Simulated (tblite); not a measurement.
## C$_{2}$H$_{10}$F$_{3}$PSi$_{3}$: geometry relaxation (part 1 of 4)

System: C$_{2}$H$_{10}$F$_{3}$PSi$_{3}$, SMILES FC(F)(F)C[SiH2]P([SiH3])[SiH3].
Method: GFN2-xTB geometry optimisation, gas phase (tblite 0.8.0).

It belongs to a series of runs on one base structure; here: H on Si replaced by CH2CF3.

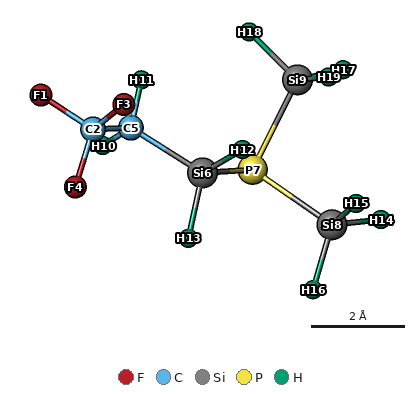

Fig. 1: The starting structure (ball-and-stick view, seen at a tilt; atoms are numbered from 1 in the order of the input). Bond lengths as drawn: C–C 1.50 Å, C–F 1.35 to 1.36 Å, C–H 1.09 to 1.10 Å, C–Si 1.84 Å, H–Si 1.47 to 1.49 Å and P–Si 2.20 Å.

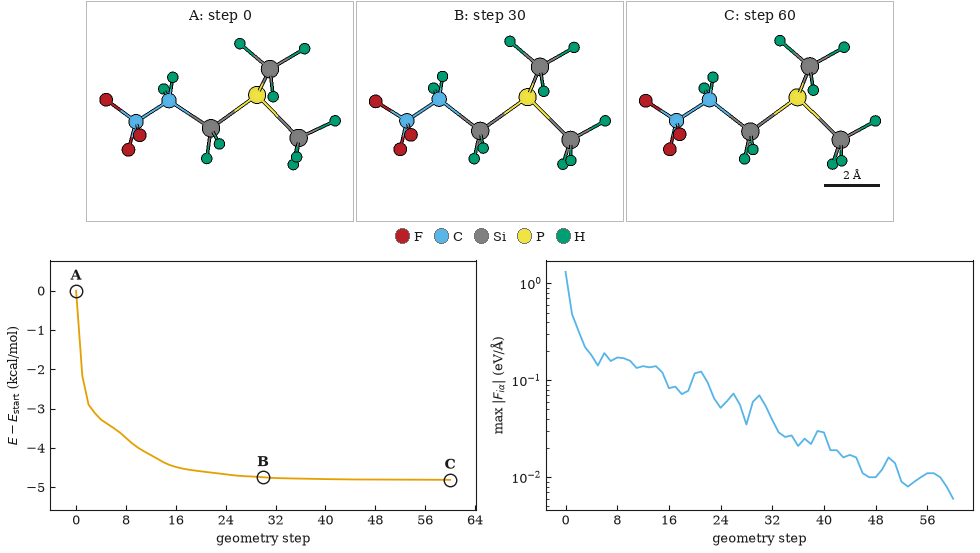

Fig. 2: Frames of the relaxation (ball-and-stick view, seen at a tilt) above the curves, on which the letters mark them (steps are counted from 0).

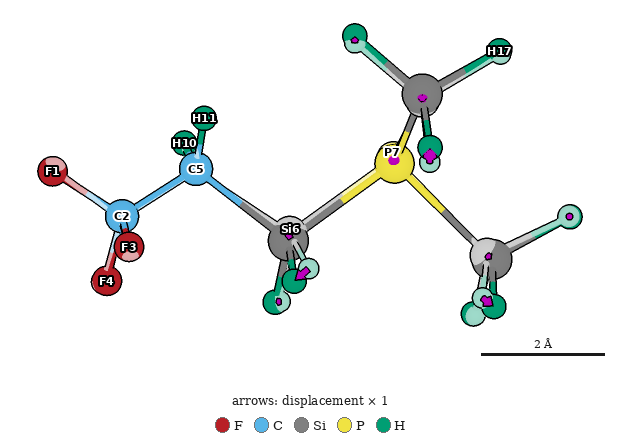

Fig. 3: Start (faint) and end (solid) with the displacements as pink arrows, at true length (ball-and-stick view, seen at a tilt). The two geometries are laid on each other by the best rigid fit. Over 60 geometry steps the energy falls by 4.81 kcal/mol. The largest force component goes from 1.3 to 0.006 eV/Å. The largest move after the best rigid fit is that of H12, 0.31 Å. By element the largest moves are H 0.31 Å, P 0.17 Å, Si 0.13 Å, F 0.06 Å, C 0.04 Å. Distances before and after: C5–Si6 1.843 → 1.907 Å, Si8–H14 1.486 → 1.461 Å, P7–Si8 2.200 → 2.225 Å, Si9–H19 1.486 → 1.465 Å. Among the angles that change: Si8–P7–Si9 95.3° → 102.7°, P7–Si6–H12 109.9° → 115.9°, Si6–P7–Si9 97.1° → 103.1°. (Atoms are counted from 1 in the order of the input.)

The input and output of the run follow.

**Input**
```
{"job": {"kind": "relax", "xc": "GFN2-xTB", "basis": "xTB"}, "charge": 0, "multiplicity": 1}
F      4.144600    -0.834000    -0.708600
C      3.177400    -0.057100    -0.143400
F      3.219500    -0.317100     1.195300
F      3.534800     1.233100    -0.335400
C      1.835600    -0.378300    -0.727700
Si     0.462400     0.625800    -0.017400
P     -1.442000     0.117000    -0.994600
Si    -2.698600     1.465100     0.207400
Si    -1.885200    -1.686900     0.191300
H      1.883700    -0.210600    -1.812600
H      1.630200    -1.445700    -0.596300
H      0.351700     0.409200     1.447200
H      0.699800     2.066600    -0.260300
H     -4.122200     1.124400    -0.051000
H     -2.416600     1.336600     1.652100
H     -2.451200     2.856200    -0.215200
H     -3.259600    -2.144400    -0.125000
H     -0.908800    -2.730000    -0.197300
H     -1.765300    -1.420600     1.648800
```

The first line tells a small driver script what to run in tblite; the rest is the geometry in Å.

Launched with:
```bash
OMP_NUM_THREADS=1 python <driver script> task.json out
```

**What the program printed**
```
step      E/eV     max force
  0    -852.08311    1.802
  1    -852.17707    0.619
  2    -852.20881    0.336
  3    -852.21796    0.240
  4    -852.22533    0.191
  5    -852.22989    0.152
  6    -852.23449    0.199
  7    -852.23941    0.182
  8    -852.24547    0.197
  9    -852.25151    0.180
 10    -852.25657    0.168
 11    -852.26069    0.138
 12    -852.26444    0.179
 13    -852.26831    0.163
 14    -852.27223    0.157
 15    -852.27535    0.138
 16    -852.27752    0.101
 17    -852.27918    0.109
 18    -852.28042    0.102
 19    -852.28141    0.093
 20    -852.28231    0.122
 21    -852.28316    0.123
 22    -852.28397    0.098
 23    -852.28478    0.080
 24    -852.28563    0.060
 25    -852.28648    0.067
 26    -852.28719    0.075
 27    -852.28765    0.057
 28    -852.28798    0.035
 29    -852.28835    0.066
 30    -852.28885    0.087
 31    -852.28937    0.076
 32    -852.28974    0.041
 33    -852.28994    0.031
 34    -852.29009    0.030
 35    -852.29024    0.038
 36    -852.29037    0.027
 37    -852.29049    0.025
 38    -852.29062    0.025
 39    -852.29076    0.044
 40    -852.29090    0.044
 41    -852.29101    0.027
 42    -852.29109    0.024
 43    -852.29117    0.019
 44    -852.29125    0.026
 45    -852.29132    0.019
 46    -852.29135    0.011
 47    -852.29137    0.011
 48    -852.29138    0.014
 49    -852.29141    0.016
 50    -852.29144    0.019
 51    -852.29147    0.018
 52    -852.29150    0.013
 53    -852.29152    0.010
 54    -852.29154    0.012
 55    -852.29157    0.014
 56    -852.29160    0.014
 57    -852.29163    0.012
 58    -852.29167    0.013
 59    -852.29169    0.010
 60    -852.29171    0.008
```

**Trajectory as extended XYZ (Å, eV, eV/Å), 43 of the 61 frames kept, from step=0 to step=60**
```
19
Properties=species:S:1:pos:R:3:forces:R:3 step=0 energy=-852.08311
F     4.1446   -0.8340   -0.7086   -0.2200   0.5490   0.3980
C     3.1774   -0.0571   -0.1434   -0.0810  -0.3950   0.0300
F     3.2195   -0.3171    1.1953    0.1350   0.3660  -0.7890
F     3.5348    1.2331   -0.3354   -0.0470  -0.6950   0.2740
C     1.8356   -0.3783   -0.7277    0.6400  -0.7590  -0.8470
Si    0.4624    0.6258   -0.0174   -0.6840   1.3150   1.0250
P    -1.4420    0.1170   -0.9946   -0.0040  -0.0550  -0.4460
Si   -2.6986    1.4651    0.2074   -0.6570   0.5970   0.2150
Si   -1.8852   -1.6869    0.1913   -0.2170  -0.8200   0.3020
H     1.8837   -0.2106   -1.8126    0.1430  -0.0090   0.2230
H     1.6302   -1.4457   -0.5963    0.2360   0.1060   0.0710
H     0.3517    0.4092    1.4472    0.2070   0.0360  -0.2460
H     0.6998    2.0666   -0.2603    0.0470  -0.2740   0.0400
H    -4.1222    1.1244   -0.0510    0.4130   0.0350   0.0630
H    -2.4166    1.3366    1.6521   -0.0530   0.0340  -0.2130
H    -2.4512    2.8562   -0.2152    0.0140  -0.2600   0.0610
H    -3.2596   -2.1444   -0.1250    0.3460   0.1600   0.0720
H    -0.9088   -2.7300   -0.1973   -0.1820   0.1830   0.0830
H    -1.7653   -1.4206    1.6488   -0.0380  -0.1130  -0.3170
19
Properties=species:S:1:pos:R:3:forces:R:3 step=1 energy=-852.17707
F     4.1414   -0.8261   -0.7029    0.1150   0.2610   0.2160
C     3.1763   -0.0627   -0.1429   -0.1980  -0.2860  -0.1790
F     3.2215   -0.3119    1.1840    0.0740   0.2310  -0.3420
F     3.5341    1.2231   -0.3315   -0.0280  -0.3820   0.1930
C     1.8447   -0.3891   -0.7398   -0.1310  -0.0210  -0.0670
Si    0.4527    0.6446   -0.0027   -0.1160   0.4830   0.3690
P    -1.4421    0.1162   -1.0010   -0.1030  -0.0360  -0.1390
Si   -2.7079    1.4736    0.2105   -0.3670   0.3090   0.0770
Si   -1.8883   -1.6986    0.1956   -0.0930  -0.4670   0.1400
H     1.8858   -0.2108   -1.8094    0.1650   0.0140  -0.1410
H     1.6335   -1.4441   -0.5953    0.1740  -0.1430   0.0570
H     0.3547    0.4097    1.4437    0.1790   0.0190  -0.0010
H     0.7004    2.0627   -0.2597    0.0860   0.0140   0.0120
H    -4.1163    1.1249   -0.0501    0.2240   0.0130   0.0420
H    -2.4173    1.3370    1.6491   -0.0530   0.0400  -0.1520
H    -2.4510    2.8525   -0.2143    0.0240  -0.1070   0.0290
H    -3.2546   -2.1421   -0.1240    0.1850   0.0890   0.0450
H    -0.9114   -2.7274   -0.1961   -0.1020   0.0750   0.0580
H    -1.7659   -1.4222    1.6442   -0.0350  -0.1060  -0.2160
19
Properties=species:S:1:pos:R:3:forces:R:3 step=3 energy=-852.21796
F     4.1481   -0.8162   -0.6946    0.1710  -0.0160   0.0040
C     3.1677   -0.0737   -0.1506   -0.0670  -0.0200  -0.0730
F     3.2240   -0.3026    1.1713   -0.0470   0.0150   0.0460
F     3.5326    1.2079   -0.3237   -0.0460  -0.0090   0.0100
C     1.8380   -0.3915   -0.7445   -0.2210   0.0360   0.0000
Si    0.4464    0.6640    0.0116   -0.0120  -0.0280  -0.0630
P    -1.4471    0.1147   -1.0043   -0.1030  -0.0070   0.1890
Si   -2.7218    1.4857    0.2132    0.0260   0.0010  -0.0440
Si   -1.8915   -1.7169    0.2006    0.0350  -0.0050  -0.0490
H     1.8930   -0.2104   -1.8147    0.0680  -0.0140  -0.0790
H     1.6412   -1.4497   -0.5930    0.0650  -0.0790   0.0050
H     0.3633    0.4105    1.4456    0.1530   0.0130   0.1660
H     0.7051    2.0658   -0.2594    0.1120   0.2120  -0.0060
H    -4.1085    1.1251   -0.0485   -0.0790  -0.0280  -0.0020
H    -2.4199    1.3391    1.6425   -0.0480   0.0460  -0.0480
H    -2.4497    2.8493   -0.2134    0.0360   0.0870  -0.0210
H    -3.2480   -2.1388   -0.1223   -0.0550  -0.0170  -0.0030
H    -0.9150   -2.7256   -0.1938    0.0380  -0.0990   0.0030
H    -1.7675   -1.4273    1.6353   -0.0240  -0.0880  -0.0350
19
Properties=species:S:1:pos:R:3:forces:R:3 step=4 energy=-852.22533
F     4.1547   -0.8140   -0.6922    0.0320  -0.0210  -0.0090
C     3.1635   -0.0771   -0.1547    0.0260   0.0290   0.0280
F     3.2234   -0.2997    1.1692   -0.0900  -0.0460   0.0460
F     3.5309    1.2034   -0.3213   -0.0640   0.0690  -0.0550
C     1.8302   -0.3916   -0.7464   -0.0070  -0.0330  -0.0390
Si    0.4439    0.6687    0.0139   -0.0030  -0.0160  -0.0530
P    -1.4514    0.1141   -0.9999   -0.0590   0.0040   0.1820
Si   -2.7248    1.4890    0.2128    0.0490  -0.0170  -0.0560
Si   -1.8913   -1.7219    0.2006    0.0310   0.0450  -0.0740
H     1.8968   -0.2107   -1.8181    0.0060  -0.0320  -0.0180
H     1.6452   -1.4533   -0.5922    0.0100  -0.0250  -0.0210
H     0.3699    0.4111    1.4508    0.1470   0.0300   0.1060
H     0.7095    2.0727   -0.2595    0.0900   0.1350   0.0080
H    -4.1087    1.1243   -0.0481   -0.1150  -0.0260  -0.0090
H    -2.4220    1.3409    1.6393   -0.0430   0.0460  -0.0050
H    -2.4483    2.8509   -0.2138    0.0330   0.0990  -0.0280
H    -3.2478   -2.1384   -0.1219   -0.0850  -0.0360  -0.0120
H    -0.9149   -2.7279   -0.1931    0.0600  -0.1230  -0.0120
H    -1.7687   -1.4312    1.6318   -0.0180  -0.0800   0.0230
19
Properties=species:S:1:pos:R:3:forces:R:3 step=6 energy=-852.23449
F     4.1628   -0.8117   -0.6893   -0.1200   0.0170   0.0150
C     3.1600   -0.0797   -0.1577    0.0530   0.0480   0.0690
F     3.2172   -0.2989    1.1682   -0.0960  -0.0680   0.0000
F     3.5248    1.2017   -0.3217   -0.0680   0.0780  -0.0750
C     1.8231   -0.3941   -0.7506    0.1910  -0.0510  -0.0260
Si    0.4418    0.6752    0.0153    0.0880   0.0440   0.0370
P    -1.4588    0.1137   -0.9856    0.0610   0.0240   0.0320
Si   -2.7277    1.4935    0.2094   -0.0680   0.0580  -0.0060
Si   -1.8901   -1.7275    0.1970   -0.0130  -0.0560  -0.0160
H     1.9014   -0.2132   -1.8232   -0.0490  -0.0490   0.0270
H     1.6502   -1.4586   -0.5928   -0.0470   0.0290  -0.0460
H     0.3870    0.4140    1.4615    0.1340   0.0630  -0.0510
H     0.7198    2.0867   -0.2587    0.0380  -0.0490   0.0340
H    -4.1145    1.1222   -0.0481   -0.0480   0.0080  -0.0060
H    -2.4271    1.3460    1.6353   -0.0410   0.0500   0.0230
H    -2.4448    2.8578   -0.2157    0.0120   0.0340  -0.0220
H    -3.2517   -2.1398   -0.1220   -0.0320  -0.0300  -0.0130
H    -0.9118   -2.7373   -0.1929    0.0190  -0.0720  -0.0130
H    -1.7711   -1.4408    1.6290   -0.0130  -0.0790   0.0370
19
Properties=species:S:1:pos:R:3:forces:R:3 step=7 energy=-852.23941
F     4.1646   -0.8101   -0.6873   -0.1250   0.0320   0.0290
C     3.1592   -0.0798   -0.1577    0.0150   0.0400   0.0400
F     3.2108   -0.3005    1.1681   -0.0690  -0.0430  -0.0150
F     3.5194    1.2032   -0.3241   -0.0530   0.0490  -0.0450
C     1.8234   -0.3963   -0.7532    0.1580  -0.0170   0.0030
Si    0.4434    0.6794    0.0165    0.1430   0.0350   0.0580
P    -1.4617    0.1142   -0.9760    0.1240   0.0330  -0.0430
Si   -2.7309    1.4973    0.2072   -0.1190   0.0920   0.0330
Si   -1.8895   -1.7318    0.1943   -0.0300  -0.1160   0.0340
H     1.9027   -0.2160   -1.8257   -0.0520  -0.0460   0.0270
H     1.6517   -1.4612   -0.5944   -0.0560   0.0410  -0.0450
H     0.4006    0.4174    1.4666    0.1210   0.0760  -0.1130
H     0.7269    2.0940   -0.2574    0.0150  -0.1220   0.0400
H    -4.1195    1.1212   -0.0482   -0.0030   0.0300  -0.0050
H    -2.4313    1.3504    1.6336   -0.0450   0.0550   0.0220
H    -2.4425    2.8630   -0.2175   -0.0040  -0.0080  -0.0170
H    -3.2550   -2.1416   -0.1225    0.0120  -0.0220  -0.0120
H    -0.9093   -2.7449   -0.1932   -0.0200  -0.0260  -0.0100
H    -1.7729   -1.4486    1.6284   -0.0120  -0.0830   0.0190
19
Properties=species:S:1:pos:R:3:forces:R:3 step=9 energy=-852.25151
F     4.1638   -0.8047   -0.6808   -0.0090   0.0350   0.0330
C     3.1567   -0.0775   -0.1568   -0.0880   0.0010  -0.0480
F     3.1909   -0.3062    1.1679    0.0220   0.0580  -0.0200
F     3.5027    1.2097   -0.3319    0.0040  -0.0310   0.0670
C     1.8293   -0.4016   -0.7589   -0.0890   0.0590   0.0300
Si    0.4571    0.6898    0.0214    0.1440  -0.0580   0.0130
P    -1.4606    0.1175   -0.9530    0.1690   0.0300  -0.0550
Si   -2.7453    1.5121    0.2037   -0.0660   0.0450   0.0610
Si   -1.8896   -1.7493    0.1896   -0.0210  -0.0890   0.0790
H     1.9034   -0.2258   -1.8310   -0.0260  -0.0110  -0.0060
H     1.6524   -1.4653   -0.6011   -0.0480   0.0390  -0.0090
H     0.4434    0.4311    1.4734    0.0870   0.0740  -0.1270
H     0.7464    2.1055   -0.2516   -0.0050  -0.1650   0.0260
H    -4.1327    1.1208   -0.0492    0.0460   0.0690  -0.0150
H    -2.4451    1.3655    1.6306   -0.0580   0.0670   0.0220
H    -2.4369    2.8757   -0.2233   -0.0450  -0.0630  -0.0120
H    -3.2626   -2.1476   -0.1247    0.0780  -0.0160  -0.0210
H    -0.9047   -2.7660   -0.1946   -0.0870   0.0460  -0.0100
H    -1.7784   -1.4743    1.6278   -0.0080  -0.0900  -0.0090
19
Properties=species:S:1:pos:R:3:forces:R:3 step=10 energy=-852.25657
F     4.1623   -0.8016   -0.6773    0.0470   0.0240   0.0200
C     3.1541   -0.0760   -0.1568   -0.0920  -0.0160  -0.0570
F     3.1825   -0.3077    1.1675    0.0470   0.0920  -0.0120
F     3.4954    1.2124   -0.3341    0.0230  -0.0470   0.1000
C     1.8310   -0.4029   -0.7610   -0.1590   0.0530   0.0060
Si    0.4668    0.6928    0.0237    0.0650  -0.0920  -0.0290
P    -1.4555    0.1199   -0.9443    0.1170   0.0100   0.0090
Si   -2.7529    1.5194    0.2036    0.0270  -0.0260   0.0340
Si   -1.8901   -1.7588    0.1894    0.0030   0.0040   0.0500
H     1.9026   -0.2305   -1.8330   -0.0130   0.0120  -0.0280
H     1.6510   -1.4657   -0.6044   -0.0420   0.0230   0.0150
H     0.4644    0.4391    1.4728    0.0740   0.0560  -0.0630
H     0.7546    2.1059   -0.2484    0.0050  -0.1170   0.0060
H    -4.1377    1.1224   -0.0501    0.0370   0.0730  -0.0240
H    -2.4526    1.3738    1.6302   -0.0610   0.0690   0.0310
H    -2.4357    2.8799   -0.2262   -0.0580  -0.0580  -0.0150
H    -3.2643   -2.1509   -0.1262    0.0760  -0.0190  -0.0290
H    -0.9048   -2.7742   -0.1956   -0.0880   0.0450  -0.0160
H    -1.7809   -1.4879    1.6278   -0.0060  -0.0870   0.0030
```
